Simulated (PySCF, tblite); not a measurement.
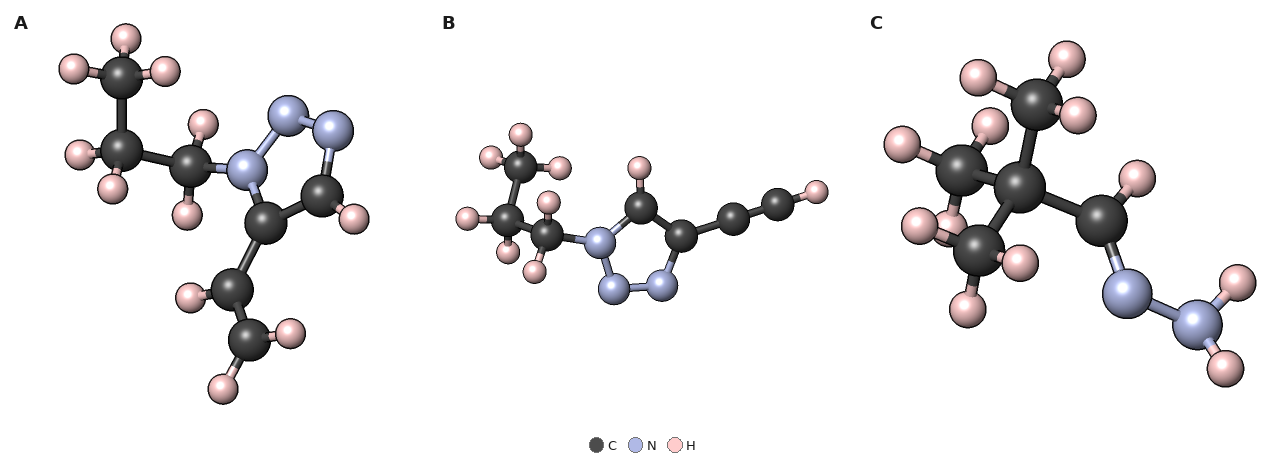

Simulated data, not a measurement (program: PySCF and tblite).

```xyz
19
charge 0, multiplicity 1
C     4.3380    1.3388    0.2215
C     3.3110    0.7843   -0.0577
C     2.1050    0.1386   -0.3835
C     1.0697   -0.2475    0.4532
N     0.1699   -0.8212   -0.3731
C    -1.1241   -1.3570   -0.0569
C    -2.2315   -0.3314   -0.3216
C    -2.1240    0.8849    0.5898
N     0.6187   -0.7850   -1.6245
N     1.7610   -0.2220   -1.6464
H     5.2375    1.8220    0.4604
H     0.9324   -0.1631    1.5105
H    -1.1279   -1.6607    0.9933
H    -1.2787   -2.2348   -0.6895
H    -3.1933   -0.8233   -0.1684
H    -2.1717   -0.0195   -1.3658
H    -2.1692    0.5877    1.6359
H    -2.9423    1.5727    0.3951
H    -1.1904    1.4174    0.4202
```

Question: Which panel shows the molecule in this file?

Answer: B. The file holds C7H9N3, `C#Cc1cn(CCC)nn1`.
